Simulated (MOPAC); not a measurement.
C₂H₅OPSi (charge +1): property calculation

System: C₂H₅OPSi, charge +1, multiplicity 2.
Method: PM6-DH2X, unrestricted, dispersion DH2X, COSMO solvent benzene (MOPAC 23.2.5).

The geometry is that of the parent species in another charge or spin state. The geometry comes from this level: GFN2-xTB.

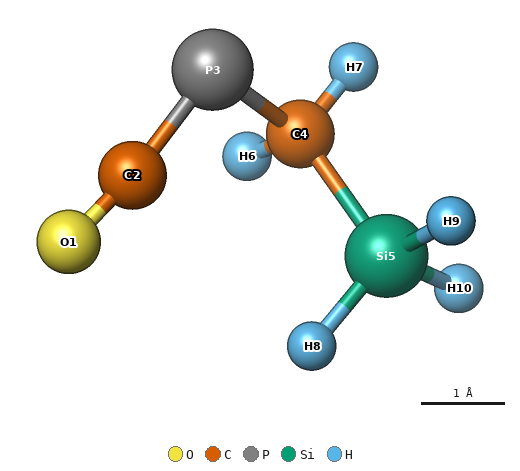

The structure (ball-and-stick view, seen at a tilt; atoms are numbered from 1 in the order of the input). Bond lengths as drawn: C–H 1.09 Å, C–O 1.16 Å, C–P 1.64 to 1.88 Å, C–Si 1.91 Å and H–Si 1.46 Å.

Input file (c2h5opsi.mop)
```
pm6-dh2x super eps=2.27 pl charge=1 doublet nomm uhf 1scf threads=1 aux(precision=6)
job C2H5OPSi

O     -2.964900 +1    -0.261000 +1    -0.742380 +1
C     -2.188570 +1    -0.059410 +1     0.101530 +1
P     -1.267960 +1     0.189190 +1     1.435930 +1
C      0.314130 +1     0.748780 +1     0.594830 +1
Si     1.109400 +1    -0.590280 +1    -0.511920 +1
H      0.102690 +1     1.664460 +1     0.044120 +1
H      0.980010 +1     1.012860 +1     1.417480 +1
H      0.223350 +1    -0.837180 +1    -1.649470 +1
H      1.295020 +1    -1.805940 +1     0.277510 +1
H      2.396820 +1    -0.061480 +1    -0.967640 +1
```

Launch command:
```bash
mopac c2h5opsi.mop
```

Log
```
MOPAC v23.2.5
PM6-DH2X CALCULATION RESULTS

 *  PM6-DH2X   - CORRECT DISPERSION, HALOGEN AND HYDROGEN BOND TERMS USING PM6-DH2X
 *  NOMM       - DO NOT MAKE MM CORRECTION TO CONH BARRIER
 *  DOUBLET    - SPIN STATE DEFINED AS A DOUBLET
 *  UHF        - UNRESTRICTED HARTREE-FOCK CALCULATION
 *
 *
 *
 *                 CHARGE ON SYSTEM = +1
 *
 *
 *
 *  EPS=2.27   - USE COSMO IMPLICIT SOLVATION MODEL
 *  1SCF       - DO 1 SCF AND THEN STOP
 *  THREADS=1  - MULTI-THREADING NOT USED
 *  AUX        - OUTPUT AUXILIARY INFORMATION
 *  SUPER      - PRINT SUPERDELOCALIZABILITIES
 *  PL         - MONITOR CONVERGENCE IN DENSITY MATRIX
pm6-dh2x super eps=2.27 pl charge=1 doublet nomm uhf 1scf threads=1 aux(precision=6)
 job C2H5OPSi

   ATOM   CHEMICAL          X               Y               Z
  NUMBER   SYMBOL      (ANGSTROMS)     (ANGSTROMS)     (ANGSTROMS)

     1       O         -2.96490000  *  -0.26100000  *  -0.74238000  *
     2       C         -2.18857000  *  -0.05941000  *   0.10153000  *
     3       P         -1.26796000  *   0.18919000  *   1.43593000  *
     4       C          0.31413000  *   0.74878000  *   0.59483000  *
     5      Si          1.10940000  *  -0.59028000  *  -0.51192000  *
     6       H          0.10269000  *   1.66446000  *   0.04412000  *
     7       H          0.98001000  *   1.01286000  *   1.41748000  *
     8       H          0.22335000  *  -0.83718000  *  -1.64947000  *
     9       H          1.29502000  *  -1.80594000  *   0.27751000  *
    10       H          2.39682000  *  -0.06148000  *  -0.96764000  *

          CARTESIAN COORDINATES

    NO.       ATOM           X           Y           Z

     1         O         -2.9649     -0.2610     -0.7424
     2         C         -2.1886     -0.0594      0.1015
     3         P         -1.2680      0.1892      1.4359
     4         C          0.3141      0.7488      0.5948
     5        Si          1.1094     -0.5903     -0.5119
     6         H          0.1027      1.6645      0.0441
     7         H          0.9800      1.0129      1.4175
     8         H          0.2233     -0.8372     -1.6495
     9         H          1.2950     -1.8059      0.2775
    10         H          2.3968     -0.0615     -0.9676

           Empirical Formula: C2 H5 O P Si  =    10 atoms

      MOLECULAR POINT GROUP   :   C1

 DOUBLET STATE CALCULATION

          UHF CALCULATION, NO. OF ALPHA ELECTRONS =   14
                           NO. OF BETA  ELECTRONS =   13
 ITERATION   1 PLS= 0.100E+01 0.000E+00 ENERGY     3941.477391 DELTAE 3841.4773914
 ITERATION   2 PLS= 0.304E+00 0.356E+00 ENERGY      354.510948 DELTAE-3586.9664438
 ITERATION   3 PLS= 0.515E-01 0.601E-01 ENERGY      286.832224 DELTAE  -67.6787240
 ITERATION   4 PLS= 0.331E-01 0.402E-01 ENERGY      202.882987 DELTAE  -83.9492368
 ITERATION   5 PLS= 0.219E-01 0.378E+00 ENERGY      164.479139 DELTAE  -38.4038479
 ITERATION   6 PLS= 0.359E-01 0.346E+00 ENERGY      170.304594 DELTAE    5.8254556
 ITERATION   7 PLS= 0.293E-01 0.278E+00 ENERGY      177.880246 DELTAE    7.5756516
 ITERATION   8 PLS= 0.118E-01 0.134E+00 ENERGY      181.669509 DELTAE    3.7892626
 ITERATION   9 PLS= 0.122E-01 0.725E-01 ENERGY      177.478482 DELTAE   -4.1910270
 ITERATION  10 PLS= 0.119E-01 0.368E-01 ENERGY      164.625383 DELTAE  -12.8530990
 ITERATION  11 PLS= 0.433E-02 0.323E-01 ENERGY      168.119522 DELTAE    3.4941395
 ITERATION  12 PLS= 0.448E-02 0.296E-01 ENERGY      167.464651 DELTAE   -0.6548715
 ITERATION  13 PLS= 0.423E-02 0.173E-01 ENERGY      166.150870 DELTAE   -1.3137811
 ITERATION  14 PLS= 0.162E-02 0.151E-02 ENERGY      166.868455 DELTAE    0.7175849
 ITERATION  15 PLS= 0.140E-02 0.168E-02 ENERGY      166.853151 DELTAE   -0.0153037
 ITERATION  16 PLS= 0.108E-02 0.131E-02 ENERGY      166.779299 DELTAE   -0.0738522
 ITERATION  17 PLS= 0.156E-03 0.209E-03 ENERGY      166.833687 DELTAE    0.0543880
 ITERATION  18 PLS= 0.952E-04 0.116E-03 ENERGY      166.833606 DELTAE   -0.0000805
 ITERATION  19 PLS= 0.702E-04 0.608E-04 ENERGY      166.833247 DELTAE   -0.0003596
 ITERATION  20 PLS= 0.273E-04 0.305E-04 ENERGY      166.833494 DELTAE    0.0002478
 ITERATION   1 PLS= 0.181E-04 0.106E-04 ENERGY      139.954252 DELTAE   39.9542524
 ITERATION   2 PLS= 0.558E-02 0.639E-02 ENERGY      139.753450 DELTAE   -0.2008023
 ITERATION   3 PLS= 0.215E-02 0.780E-03 ENERGY      139.734917 DELTAE   -0.0185333
 ITERATION   4 PLS= 0.153E-02 0.538E-03 ENERGY      139.698101 DELTAE   -0.0368157
 ITERATION   5 PLS= 0.829E-03 0.217E-03 ENERGY      139.721738 DELTAE    0.0236371
 ITERATION   6 PLS= 0.600E-03 0.200E-03 ENERGY      139.721221 DELTAE   -0.0005171
 ITERATION   7 PLS= 0.468E-03 0.179E-03 ENERGY      139.709042 DELTAE   -0.0121790
 ITERATION   8 PLS= 0.396E-03 0.107E-03 ENERGY      139.719961 DELTAE    0.0109187
 ITERATION   9 PLS= 0.186E-03 0.449E-04 ENERGY      139.719882 DELTAE   -0.0000786
 ITERATION  10 PLS= 0.107E-03 0.301E-04 ENERGY      139.719711 DELTAE   -0.0001717

          *********************************************
          *                                           *
          *                 WARNING                   *
          *                                           *
          *********************************************

          Dispersion parameters missing for Silicon

          *********************************************
          *                                           *
          *              END OF WARNING               *
          *                                           *
          *********************************************

 -------------------------------------------------------------------------------
 pm6-dh2x super eps=2.27 pl charge=1 doublet nomm uhf 1scf threads=1 aux(precision=6)
 job C2H5OPSi

     1SCF WAS SPECIFIED, SO BFGS WAS NOT USED
     SCF FIELD WAS ACHIEVED

                              PM6-DH2X CALCULATION

          FINAL HEAT OF FORMATION =        139.28372 KCAL/MOL =     582.76307 KJ/MOL
          VAN DER WAALS AREA      =        139.49 SQUARE ANGSTROMS

          DIELECTRIC ENERGY       =         -1.18683 EV
          COSMO AREA              =        139.49 SQUARE ANGSTROMS
          COSMO VOLUME            =        134.80 CUBIC ANGSTROMS

          IONIZATION POTENTIAL    =         12.495635 EV
          ALPHA SOMO LUMO (EV)    =        -12.496 -4.154
          BETA  SOMO LUMO (EV)    =        -13.312 -5.451
          NO. OF ALPHA ELECTRONS  =         14
          NO. OF BETA  ELECTRONS  =         13
          MOLECULAR WEIGHT        =        104.1202         POINT GROUP:  C1

          MOLECULAR DIMENSIONS (Angstroms)

            Atom       Atom       Distance
            H    10    O     1     5.37016
            H     7    H     8     3.59410
            H     6    H     9     3.16905

          SCF CALCULATIONS        =          2

          WALL-CLOCK TIME         =      0.039 SECONDS
          COMPUTATION TIME        =      0.037 SECONDS

   ATOM   CHEMICAL          X               Y               Z
  NUMBER   SYMBOL      (ANGSTROMS)     (ANGSTROMS)     (ANGSTROMS)

     1       O         -2.96490000  *  -0.26100000  *  -0.74238000  *
     2       C         -2.18857000  *  -0.05941000  *   0.10153000  *
     3       P         -1.26796000  *   0.18919000  *   1.43593000  *
     4       C          0.31413000  *   0.74878000  *   0.59483000  *
     5      Si          1.10940000  *  -0.59028000  *  -0.51192000  *
     6       H          0.10269000  *   1.66446000  *   0.04412000  *
     7       H          0.98001000  *   1.01286000  *   1.41748000  *
     8       H          0.22335000  *  -0.83718000  *  -1.64947000  *
     9       H          1.29502000  *  -1.80594000  *   0.27751000  *
    10       H          2.39682000  *  -0.06148000  *  -0.96764000  *

                             CARTESIAN COORDINATES

   1    O       -2.964900000    -0.261000000    -0.742380000
   2    C       -2.188570000    -0.059410000     0.101530000
   3    P       -1.267960000     0.189190000     1.435930000
   4    C        0.314130000     0.748780000     0.594830000
   5   Si        1.109400000    -0.590280000    -0.511920000
   6    H        0.102690000     1.664460000     0.044120000
   7    H        0.980010000     1.012860000     1.417480000
   8    H        0.223350000    -0.837180000    -1.649470000
   9    H        1.295020000    -1.805940000     0.277510000
  10    H        2.396820000    -0.061480000    -0.967640000

           Empirical Formula: C2 H5 O P Si  =    10 atoms

      MOLECULAR POINT GROUP   :   C1

          ALPHA EIGENVALUES
 -38.96373 -29.98312 -27.61970 -21.68049 -20.69416 -20.19986 -20.07027 -18.16782
 -16.62115 -15.38530 -14.00411 -13.56083 -13.41495 -12.49563  -4.15417  -3.78906
  -1.61184  -1.29729  -1.05863  -0.76348  -0.68631  -0.38078   0.00071   0.34016
   0.57527   2.19634   2.65935   2.80858   2.85915   3.69900 124.29575 124.40089
 125.05765 125.37908 125.89270

           BETA EIGENVALUES
 -37.64331 -29.76516 -27.38143 -21.03765 -20.40947 -19.58331 -18.93844 -17.95412
 -16.47999 -14.93872 -13.71973 -13.55259 -13.31181  -5.45090  -3.89179  -2.27907
  -1.60669  -1.10895  -0.98907  -0.76072  -0.59386  -0.37525   0.06469   0.37934
   1.00764   2.20377   2.66062   2.83337   2.87935   3.70889 124.74333 124.92190
 125.43066 125.54934 126.03377

           SUPERDELOCALIZABILITIES

 Mulliken electronegativity:       12.955294
 Parr & Pople absolute hardness:    0.459659
 Schuurmann MO shift alpha:       -12.955294

 Ehomo:                           -13.414953
 Elumo:                           -12.495635

  a   n        Dn(r)        De(r)   q(r) - Z(r)

  O   1    -0.882266    -0.866578    -6.003590
  C   2    -1.142019    -0.470338    -3.459601
  P   3    -2.148325    -1.725151    -4.066896
  C   4    -0.059702    -0.003620    -0.022160
 Si   5    -1.355260    -4.309236    -7.499942

 Total:    -5.587571    -7.374924

  a   n        piS(r)

  O   1    -0.205321
  C   2    -0.209042
  P   3    -0.390422
  C   4    -0.280289
 Si   5    -0.323522

 Total:    -1.408597

  a   n       homo-1         homo         lumo       lumo+1

  O   1     0.321926     1.350095    16.685239    25.865901
  C   2     0.097750     0.714872    17.005163    58.950670
  P   3     0.472854     4.723134    41.330545     5.284884
  C   4     0.005232     0.008830     0.028617     0.116928
 Si   5    33.714335    34.183384    16.679990     9.506656

              NET ATOMIC CHARGES AND DIPOLE CONTRIBUTIONS

  ATOM NO.   TYPE          CHARGE      No. of ELECS.   s-Pop       p-Pop       d-Pop
    1          O           0.090722        5.9093     1.85641     4.05286
    2          C           0.163276        3.8367     1.23591     2.60081
    3          P           0.669394        4.3306     1.72083     2.58250     0.02727
    4          C          -0.785736        4.7857     1.12486     3.66088
    5         Si           0.425694        3.5743     1.18375     1.84031     0.55025
    6          H           0.245390        0.7546     0.75461
    7          H           0.245274        0.7547     0.75473
    8          H          -0.024257        1.0243     1.02426
    9          H          -0.017759        1.0178     1.01776
   10          H          -0.011998        1.0120     1.01200
 DIPOLE           X         Y         Z       TOTAL
 POINT-CHG.    -1.632     0.132     1.842     2.465
 HYBRID        -0.533     1.122    -0.991     1.589
 SUM           -2.165     1.254     0.851     2.643

          ATOMIC ORBITAL ELECTRON POPULATIONS

     Atom    s        px        py        pz      x^2-y^2     xz        z^2       yz        xy
    1  O   1.85641   1.31861   1.42010   1.31415
    2  C   1.23591   0.84440   0.90856   0.84784
    3  P   1.72083   0.81735   0.76397   1.00118   0.00454   0.00980   0.00502   0.00345   0.00447
    4  C   1.12486   1.13339   1.27036   1.25713
    5 Si   1.18375   0.67338   0.56577   0.60116   0.12571   0.15841   0.04965   0.14282   0.07367
    6  H   0.75461
    7  H   0.75473
    8  H   1.02426
    9  H   1.01776
   10  H   1.01200

                    (SZ)    =    0.500000
                    (S**2)  =    0.773206

          ATOMIC ORBITAL SPIN POPULATIONS

    Atom   Total    s     px     py     pz   x^2-y^2  xz     z^2    yz     xy
         Atomic
    1  O  0.4280  0.010  0.072  0.306  0.040
    2  C -0.0370 -0.012 -0.030  0.042 -0.036
    3  P  0.5629  0.003  0.075  0.480  0.005  0.000 -0.000 -0.000  0.000  0.000
    4  C  0.0207  0.000 -0.013  0.034 -0.001
    5 Si  0.0050  0.000 -0.003  0.001  0.000  0.002 -0.001  0.000  0.003  0.003
    6  H  0.0137  0.014
    7  H -0.0003 -0.000
    8  H -0.0008 -0.001
    9  H -0.0010 -0.001
   10  H  0.0087  0.009

 *                    *
 * JOB ENDED NORMALLY *
 *                    *

 TOTAL JOB TIME:             0.05 SECONDS

 == MOPAC DONE ==
```

Results in brief

```csv
quantity,value
outcome,converged
heat of formation,139.28 kcal/mol
basis functions,35
⟨S²⟩,0.773
hardware,"1 thread of Arm Neoverse N1, 98 GiB of memory available, shared host"
peak memory,0.11 GiB
```

Notes

MOPAC's energies along a path are heats of formation.
